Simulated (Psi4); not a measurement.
# BNH3O (SMILES N[B]O): UHSE06/aug-cc-pVDZ

What is the vertical electron affinity of BNH3O at UHSE06/aug-cc-pVDZ? 

The results are computed with Psi4 1.11.

3 further runs of the same task are left out: 1 that didn't finish, 2 set aside as unsound or not needed.

**1. The molecule**

BNH3O: 6 atoms, total charge 0, spin state doublet. SMILES: `N[B]O`. The coordinates come from a PBE0-D4/def2-TZVP relaxation. This is one conformer, not always the lowest.

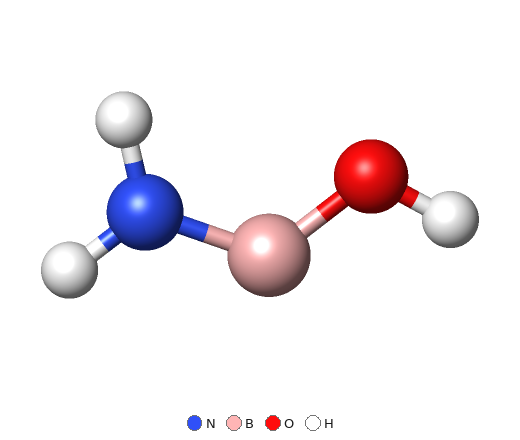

Viewed from a chosen angle; nitrogen blue, boron pink, oxygen red, hydrogen white.

**2. Energy and gradient at UHSE06/aug-cc-pVDZ**

The input, calc.py:

```python
import psi4

psi4.set_memory('1600 MB')
psi4.set_num_threads(1)
psi4.set_output_file('output.dat', False)

geom = psi4.geometry("""
0 2
N
B 1 1.389778
O 2 1.358634 1 122.60686
H 1 1.002485 2 122.79799 3 -179.99139
H 1 1.009964 4 114.58081 2 179.99525
H 3 0.957542 2 113.31232 1 179.99832
symmetry c1
""")

options = {'basis': 'aug-cc-pVDZ', 'reference': 'uks', 'puream': True, 'e_convergence': 1e-09, 'd_convergence': 1e-08, 'scf_type': 'pk', 'dft_radial_points': 99, 'dft_spherical_points': 590, 'maxiter': 200}
psi4.set_options(options)

e_tot, wfn = psi4.gradient('hse06', return_wfn=True)
psi4.oeprop(wfn, 'LOWDIN_CHARGES', 'DIPOLE', 'QUADRUPOLE')
print('gradient / Eh bohr^-1')
print(e_tot.np.round(6))
print(f'energy = {wfn.energy():.10f} Eh')
```

The run is started by

```
$ python calc.py
```

output.dat:

```text
[...]
  Running in c1 symmetry.
[...]
  Nuclear repulsion =   61.438458068209485
[...]
  Multiplicity = 2
[...]
  Nalpha       = 12
  Nbeta        = 11
[...]
    Number of basis functions: 96
[...]
   @UKS iter   1:  -156.10660768698219   -2.56619e-01   1.02631e-02 DIIS/ADIIS
[...]
   @UKS iter  12:  -156.51086013327011   -1.18519e-11   4.95704e-09 DIIS
[...]
   @S^2 Observed:                7.527446774E-01
[...]
    Orbital Energies [Eh]
    ---------------------
    Alpha Occupied:
       1A    -19.226360     2A    -14.375508     3A     -6.807392
       4A     -1.047720     5A     -0.879855     6A     -0.578066
       7A     -0.511849     8A     -0.473009     9A     -0.419886
      10A     -0.376006    11A     -0.280141    12A     -0.188451
    Alpha Virtual:
      13A     -0.011758    14A     -0.001939    15A      0.013342
      16A      0.015457    17A      0.043086    18A      0.044200
      19A      0.058088    20A      0.078408    21A      0.099553
      22A      0.113698    23A      0.114869    24A      0.131473
      25A      0.135850    26A      0.154466    27A      0.162675
[...]
  @UKS Final Energy:  -156.51086013327011
   => Energetics <=
    Nuclear Repulsion Energy =             61.4384580682094850
    One-Electron Energy =                -334.3345306492660143
    Two-Electron Energy =                 132.3294947403809090
    DFT Exchange-Correlation Energy =     -15.9442822925945134
    Empirical Dispersion Energy =           0.0000000000000000
    VV10 Nonlocal Energy =                  0.0000000000000000
    Total Energy =                       -156.5108601332701141
[...]
  -Total Gradient:
     Atom            X                  Y                   Z
    ------   -----------------  -----------------  -----------------
       1        0.000002681993     0.000050991853     0.000512596760
       2       -0.000006722389    -0.004968387167    -0.000652916854
       3        0.000002914169     0.005076233957    -0.001285471504
       4        0.000002048606    -0.002817731950     0.001373126992
       5       -0.000001911087     0.002970193928     0.001572367936
       6        0.000000985544    -0.000314115821    -0.001518105643
[...]
 Multipole Moments:
 ------------------------------------------------------------------------------------
     Multipole            Electronic (a.u.)      Nuclear  (a.u.)        Total (a.u.)
 ------------------------------------------------------------------------------------
 L = 1.  Multiply by 2.5417464519 to convert [e a0] to [Debye]
 Dipole X            :         -0.0000038           -0.0000461           -0.0000499
 Dipole Y            :          0.1583219           -0.1248439            0.0334780
 Dipole Z            :          1.4362584           -1.6246418           -0.1883833
 Magnitude           :                                                    0.1913349
 L = 2.  Multiply by 1.3450342976 to convert [e a0^2] to [Debye ang]
 Quadrupole XX       :        -15.0082099            0.0000002          -15.0082097
 Quadrupole XY       :         -0.0004669            0.0008285            0.0003616
[...]
```

On the terminal:

```text
gradient / Eh bohr^-1
[[ 3.000e-06  5.100e-05  5.130e-04]
 [-7.000e-06 -4.968e-03 -6.530e-04]
 [ 3.000e-06  5.076e-03 -1.285e-03]
 [ 2.000e-06 -2.818e-03  1.373e-03]
 [-2.000e-06  2.970e-03  1.572e-03]
 [ 1.000e-06 -3.140e-04 -1.518e-03]]
energy = -156.5108601333 Eh
```

It took 1.9 min on 1 thread of Intel Xeon Platinum 8259CL at 2.50GHz (Skylake/Cascade Lake), shared host; peak memory 0.95 GiB.

**3. The singlet anion**

The input, bh3no.inp:

```
memory 1.6 GB

molecule system {
  -1 1
  N
  B 1 1.389778
  O 2 1.358634 1 122.60686
  H 1 1.002485 2 122.79799 3 -179.99139
  H 1 1.009964 4 114.58081 2 179.99525
  H 3 0.957542 2 113.31232 1 179.99832
  symmetry c1
}

set basis aug-cc-pVDZ
set reference rks
set puream true
set e_convergence 1e-09
set d_convergence 1e-08
set scf_type pk
set dft_radial_points 99
set dft_spherical_points 590

result, w = gradient('hse06', return_wfn=True)
oeprop(w, 'MAYER_INDICES', 'LOWDIN_CHARGES', 'QUADRUPOLE')
print_variables()
```

The run is started by

```
$ psi4 -n 1 bh3no.inp bh3no.out
```

bh3no.out:

```text
[...]
  Running in c1 symmetry.
[...]
  Nuclear repulsion =   61.438458068209485
[...]
  Multiplicity = 1
[...]
  Nalpha       = 12
  Nbeta        = 12
[...]
    Number of basis functions: 96
[...]
   @RKS iter   1:  -155.87287943971634   -2.28904e-02   1.14585e-02 DIIS/ADIIS
[...]
   @RKS iter  13:  -156.50560850821134   -1.65130e-11   7.30559e-09 DIIS
[...]
    Orbital Energies [Eh]
    ---------------------
    Doubly Occupied:
       1A    -19.043111     2A    -14.194298     3A     -6.604634
       4A     -0.862525     5A     -0.698869     6A     -0.396014
       7A     -0.326474     8A     -0.289902     9A     -0.229749
      10A     -0.193104    11A     -0.101956    12A      0.052086
[...]
  @RKS Final Energy:  -156.50560850821134
   => Energetics <=
    Nuclear Repulsion Energy =             61.4384580682094850
    One-Electron Energy =                -338.5474055682868766
    Two-Electron Energy =                 136.6474059007489643
    DFT Exchange-Correlation Energy =     -16.0440669088828827
    Empirical Dispersion Energy =           0.0000000000000000
    VV10 Nonlocal Energy =                  0.0000000000000000
    Total Energy =                       -156.5056085082113384
[...]
  -Total Gradient:
     Atom            X                  Y                   Z
    ------   -----------------  -----------------  -----------------
       1        0.000000109805     0.000460903278     0.009532229179
       2       -0.000008082936    -0.044036644789    -0.022045930583
       3        0.000003323983     0.034291940600    -0.003138380703
       4        0.000002650992    -0.000449732827    -0.002781680791
       5        0.000000800286     0.015810641965     0.010925391635
       6        0.000001189436    -0.006087423910     0.007510717475
[...]
 Multipole Moments:
 ------------------------------------------------------------------------------------
     Multipole            Electronic (a.u.)      Nuclear  (a.u.)        Total (a.u.)
 ------------------------------------------------------------------------------------
 L = 1.  Multiply by 2.5417464519 to convert [e a0] to [Debye]
 Dipole X            :         -0.0000228           -0.0000461           -0.0000690
 Dipole Y            :         -1.2313567           -0.1248439           -1.3562006
 Dipole Z            :          0.9885407           -1.6246418           -0.6361010
 Magnitude           :                                                    1.4979668
 L = 2.  Multiply by 1.3450342976 to convert [e a0^2] to [Debye ang]
 Quadrupole XX       :        -23.8378837            0.0000002          -23.8378835
 Quadrupole XY       :         -0.0010128            0.0008285           -0.0001843
[...]
```

Wall time 1.9 min (1 thread of Intel Xeon Platinum 8259CL at 2.50GHz (Skylake/Cascade Lake), shared host); peak memory 0.95 GiB.

**4. Results**

Level: UHSE06/aug-cc-pVDZ.

```
                                                            quantity          value
                                         doublet BNH3O: total energy  -156.51086 Eh
                                        doublet BNH3O: dipole moment         0.49 D
                   doublet BNH3O: HOMO energy (highest over α and β)       -5.13 eV
                    doublet BNH3O: LUMO energy (lowest over α and β)       -1.47 eV
                                                 doublet BNH3O: ⟨S²⟩          0.753
                             doublet BNH3O: largest force on an atom     0.269 eV/Å
                                         singlet anion: total energy  -156.50561 Eh
                                          singlet anion: HOMO energy        1.42 eV
                                          singlet anion: LUMO energy        2.68 eV
singlet anion: HOMO–LUMO gap (to an unbound level, set by the basis)        1.26 eV
                             singlet anion: largest force on an atom     2.532 eV/Å
                   vertical electron affinity (to the singlet anion)      -0.143 eV
```

**Reading.** The anion lies 0.14 eV (3.3 kcal/mol) above the neutral: the electron isn't bound at this level, and such a value depends on the basis. The largest force (doublet BNH3O) is 0.27 eV/Å: the shape isn't a stationary point for this species at this level. The HOMO (singlet anion) lies at positive energy, 1.42 eV; only total energies tell whether the electron is bound.
